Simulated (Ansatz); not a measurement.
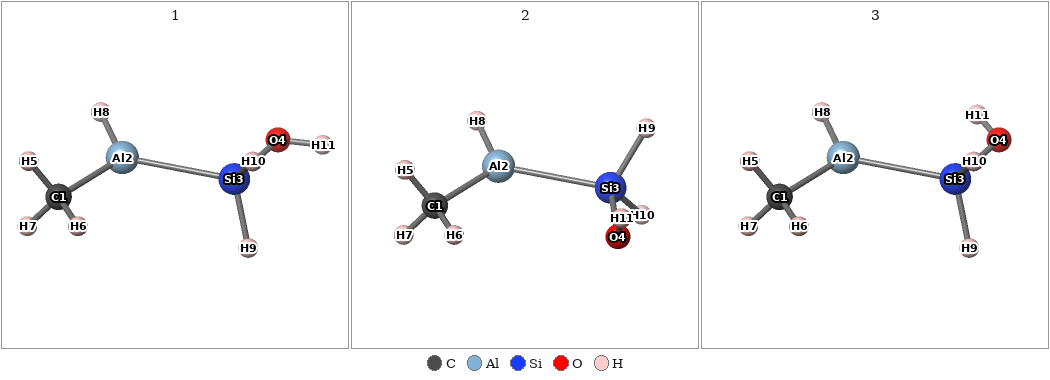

CH₇AlOSi, SMILES [CH3][AlH][SiH2]O. First axis: dihedral C1–Al2–Si3–O4. Second axis: dihedral Al2–Si3–O4–H11. Nothing is relaxed (all other coordinates rigid). The grid has 8 × 8 points. Points are written as (first, second). All energies are given in kJ/mol relative to the lowest grid point. The calculation used RKS PBE0-D4/def2-TZVP (Ansatz 0.2.0).

The numbered pictures are structures from this grid.

Which is the most stable, and how do the others follow?

1, at (−180°, −180°): 1.0 kJ/mol; 3, at (−180°, 0°): 5.5 kJ/mol; 2, at (0°, −90°): 7.1 kJ/mol.

The map, with the structures marked:

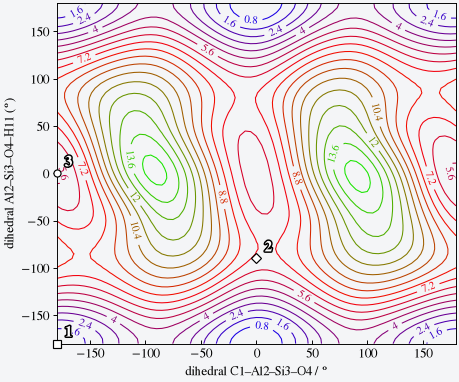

The picture shows contour lines labelled in kJ/mol. Between grid points the surface is interpolated.
